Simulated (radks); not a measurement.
# Fractional charge and spin in the 4d shell of indium

Aim: the energy as the spin-up occupation of 4d runs from 4 to 5 and the spin-down one from 4 to 5, against the two flat planes that join the four corners. Added charge counts from the emptiest corner (up 4, down 4).

Method: scalar-relativistic Kohn-Sham, PBE, spin-polarised, spherical densities, finite nucleus. Code: radks (a radial shooting solver on a logarithmic mesh, Libxc functionals) version 1.

## (1) What is computed

- element: indium (Z = 49)
- configuration: [Kr] 5s(up 0.5, down 0.5) 4d(up 5, down 5)
- nuclear rms radius: 4.6156 fm

In the logs a row gives level, spin channel, occupation and eigenvalue; Etot, Ekin, Encl (electron-nucleus), Eh (Hartree) and Exc are energies, all in hartree; err is the last residual, it the number of iterations.

A shell typed twice in an input gives spin up, then spin down.

## (2) 4d: up 5, down 5

Input:

```text
Z 49
configuration [Kr] 5s0.5 5s0.5 4d5 4d5
relativity scalar-relativistic
functional pbe,pbe
spin polarised
nucleus finite rms 4.6156 fm
c 137.035999084
```

Standard output:

```text
1s      1   1.0000       -1020.56455448
2s      1   1.0000        -153.37327201
2p      1   3.0000        -137.73279872
3s      1   1.0000         -29.64151435
3p      1   3.0000         -24.51883375
3d      1   5.0000         -16.56507222
4s      1   1.0000          -5.06081731
4p      1   3.0000          -3.53501796
5s      1   0.5000          -0.86989287
4d      1   5.0000          -1.34245599
1s      2   1.0000       -1020.56455448
2s      2   1.0000        -153.37327201
2p      2   3.0000        -137.73279872
3s      2   1.0000         -29.64151435
3p      2   3.0000         -24.51883375
3d      2   5.0000         -16.56507222
4s      2   1.0000          -5.06081731
4p      2   3.0000          -3.53501796
5s      2   0.5000          -0.86989287
4d      2   5.0000          -1.34245599
Etot -5880.590131885414
Ekin 6129.102434488781
Encl -14187.758853303369
Eh 2337.1217311455403
Exc -159.05544421636642
err 4.063557149218977e-09
it 14
```

Highest occupied level: 5s at -23.671 eV.

From the orbitals of this run (lengths in bohr):

```
level  occupation  energy (eV)     <r>  outermost maximum (interpolated)  90 % within  nodes
   2p           6      -3747.9  0.1122                            0.0869        0.183      0
   3s           2      -806.59  0.3486                             0.316        0.513      2
   3p           6      -667.19  0.3471                             0.309        0.522      1
   3d          10      -450.76  0.3243                             0.258        0.512      0
   4s           2      -137.71  0.8481                             0.770         1.23      3
   4p           6      -96.193  0.9214                             0.816         1.36      2
   4d          10      -36.530   1.165                             0.931         1.82      1
   5s           1      -23.671   2.341                              2.04         3.41      4
```

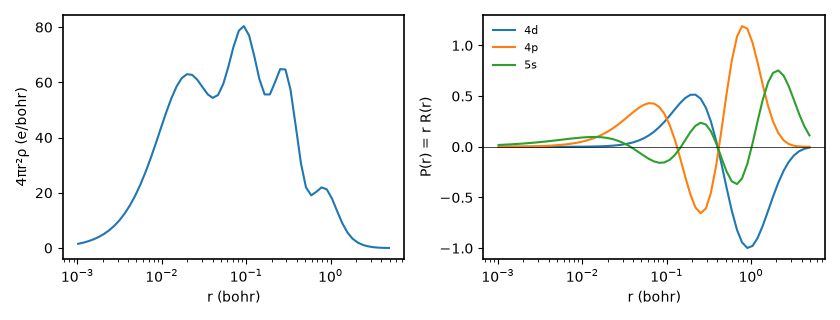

Left: shells in the radial density. Right: radial functions of the outer levels.

## (3) 4d: up 5, down 4.5

Input:

```text
Z 49
configuration [Kr] 5s0.5 5s0.5 4d5 4d4.5
relativity scalar-relativistic
functional pbe,pbe
spin polarised
nucleus finite rms 4.6156 fm
c 137.035999084
```

Standard output:

```text
1s      1   1.0000       -1020.89455814
2s      1   1.0000        -153.70930279
2p      1   3.0000        -138.06814952
3s      1   1.0000         -29.97237056
3p      1   3.0000         -24.84986356
3d      1   5.0000         -16.89751935
4s      1   1.0000          -5.38366889
4p      1   3.0000          -3.85313030
5s      1   0.5000          -1.07851773
4d      1   5.0000          -1.64231591
1s      2   1.0000       -1020.89454345
2s      2   1.0000        -153.70491905
2p      2   3.0000        -138.06480307
3s      2   1.0000         -29.97025432
3p      2   3.0000         -24.84742805
3d      2   5.0000         -16.89366658
4s      2   1.0000          -5.36811658
4p      2   3.0000          -3.83738579
5s      2   0.5000          -1.07293814
4d      2   4.5000          -1.62751463
Etot -5879.848275807353
Ekin 6128.396459846048
Encl -14171.711090153563
Eh 2322.1947718189153
Exc -158.72841731875315
err 4.514260147941014e-09
it 14
```

Energy against step 2 (4d: up 5, down 5): +20.187 eV. The top filled level is 5s down, -29.196 eV.

## (4) 4d: up 5, down 4

Input:

```text
Z 49
configuration [Kr] 5s0.5 5s0.5 4d5 4d4
relativity scalar-relativistic
functional pbe,pbe
spin polarised
nucleus finite rms 4.6156 fm
c 137.035999084
```

Standard output:

```text
1s      1   1.0000       -1021.24176333
2s      1   1.0000        -154.06295817
2p      1   3.0000        -138.42111016
3s      1   1.0000         -30.31969449
3p      1   3.0000         -25.19737404
3d      1   5.0000         -17.24663761
4s      1   1.0000          -5.72023391
4p      1   3.0000          -4.18444058
5s      1   0.5000          -1.29677888
4d      1   5.0000          -1.95497787
1s      2   1.0000       -1021.24173324
2s      2   1.0000        -154.05391824
2p      2   3.0000        -138.41420912
3s      2   1.0000         -30.31533111
3p      2   3.0000         -25.19235159
3d      2   5.0000         -17.23869327
4s      2   1.0000          -5.68815594
4p      2   3.0000          -4.15197941
5s      2   0.5000          -1.28492383
4d      2   4.0000          -1.92430773
Etot -5878.960942134403
Ekin 6127.5472318398115
Encl -14154.83084663728
Eh 2306.708293109091
Exc -158.38562044602514
err 5.037231442142272e-09
it 15
```

E − E(step 2, 4d: up 5, down 5) = +44.333 eV. 5s down is the highest filled level (-34.965 eV).

## (5) 4d: up 4.5, down 4.5

Input:

```text
Z 49
configuration [Kr] 5s0.5 5s0.5 4d4.5 4d4.5
relativity scalar-relativistic
functional pbe,pbe
spin polarised
nucleus finite rms 4.6156 fm
c 137.035999084
```

Standard output:

```text
1s      1   1.0000       -1021.24229294
2s      1   1.0000        -154.05898204
2p      1   3.0000        -138.41820440
3s      1   1.0000         -30.31799249
3p      1   3.0000         -25.19534424
3d      1   5.0000         -17.24315802
4s      1   1.0000          -5.70477522
4p      1   3.0000          -4.16879116
5s      1   0.5000          -1.29105429
4d      1   4.5000          -1.94017755
1s      2   1.0000       -1021.24229294
2s      2   1.0000        -154.05898204
2p      2   3.0000        -138.41820440
3s      2   1.0000         -30.31799249
3p      2   3.0000         -25.19534424
3d      2   5.0000         -17.24315802
4s      2   1.0000          -5.70477522
4p      2   3.0000          -4.16879116
5s      2   0.5000          -1.29105429
4d      2   4.5000          -1.94017755
Etot -5878.953278863566
Ekin 6127.538849798511
Encl -14154.804296601164
Eh 2306.6892653268105
Exc -158.3770973877242
err 2.669052887393962e-09
it 15
```

E − E(step 2, 4d: up 5, down 5) = +44.541 eV. Highest occupied level: 5s at -35.131 eV.

## (6) 4d: up 4.5, down 4

Input:

```text
Z 49
configuration [Kr] 5s0.5 5s0.5 4d4.5 4d4
relativity scalar-relativistic
functional pbe,pbe
spin polarised
nucleus finite rms 4.6156 fm
c 137.035999084
```

Standard output:

```text
1s      1   1.0000       -1021.60632496
2s      1   1.0000        -154.42972555
2p      1   3.0000        -138.78827644
3s      1   1.0000         -30.68117679
3p      1   3.0000         -25.55872003
3d      1   5.0000         -17.60830803
4s      1   1.0000          -6.05402119
4p      1   3.0000          -4.51230746
5s      1   0.5000          -1.51810483
4d      1   4.5000          -2.26469132
1s      2   1.0000       -1021.60630946
2s      2   1.0000        -154.42506474
2p      2   3.0000        -138.78471830
3s      2   1.0000         -30.67892749
3p      2   3.0000         -25.55613052
3d      2   5.0000         -17.60421246
4s      2   1.0000          -6.03748444
4p      2   3.0000          -4.49558130
5s      2   0.5000          -1.51184778
4d      2   4.0000          -2.24882061
Etot -5877.906652242432
Ekin 6126.5316863914895
Encl -14137.10997409009
Eh 2290.683027692736
Exc -158.01139223656702
err 3.1536188088849113e-09
it 15
```

Energy against step 2 (4d: up 5, down 5): +73.021 eV. 5s down is the highest filled level (-41.139 eV).

## (7) 4d: up 4, down 4

Input:

```text
Z 49
configuration [Kr] 5s0.5 5s0.5 4d4 4d4
relativity scalar-relativistic
functional pbe,pbe
spin polarised
nucleus finite rms 4.6156 fm
c 137.035999084
```

Standard output:

```text
1s      1   1.0000       -1021.98643394
2s      1   1.0000        -154.81213293
2p      1   3.0000        -139.17114401
3s      1   1.0000         -31.05714040
3p      1   3.0000         -25.93453997
3d      1   5.0000         -17.98456892
4s      1   1.0000          -6.39848658
4p      1   3.0000          -4.85041911
5s      1   0.5000          -1.74714633
4d      1   4.0000          -2.58441949
1s      2   1.0000       -1021.98643394
2s      2   1.0000        -154.81213293
2p      2   3.0000        -139.17114401
3s      2   1.0000         -31.05714040
3p      2   3.0000         -25.93453997
3d      2   5.0000         -17.98456892
4s      2   1.0000          -6.39848658
4p      2   3.0000          -4.85041911
5s      2   0.5000          -1.74714633
4d      2   4.0000          -2.58441949
Etot -5876.695006844668
Ekin 6125.360728151698
Encl -14118.637432294778
Eh 2274.205644751857
Exc -157.6239474534451
err 1.7731651433400094e-09
it 15
```

Energy against step 2 (4d: up 5, down 5): +105.992 eV. The top filled level is 5s, -47.542 eV.

## (8) All runs together

```
down \ up       4     4.5       5
        4   0.000  -2.141   0.000
      4.5  -2.141   0.209  -1.979
        5   0.000  -1.979   0.000
```

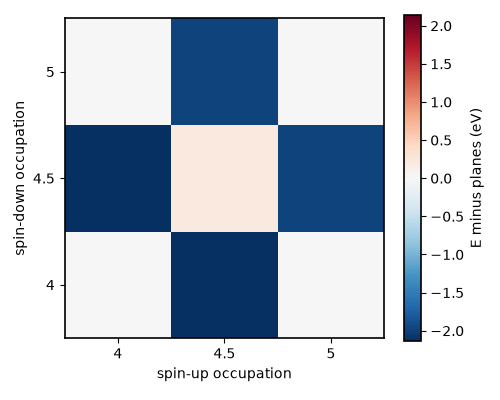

Energy minus the flat planes.

The table gives the energy in eV minus the planes, whose edge runs along up + down = one added electron; mirror points follow by spin symmetry. With half an added electron in each spin it lies 0.21 eV above the planes. With half an electron added in spin up alone it lies 2.14 eV below them. The planes are only a guide here: the condition holds for ground states with one frontier orbital, and this shell is degenerate.
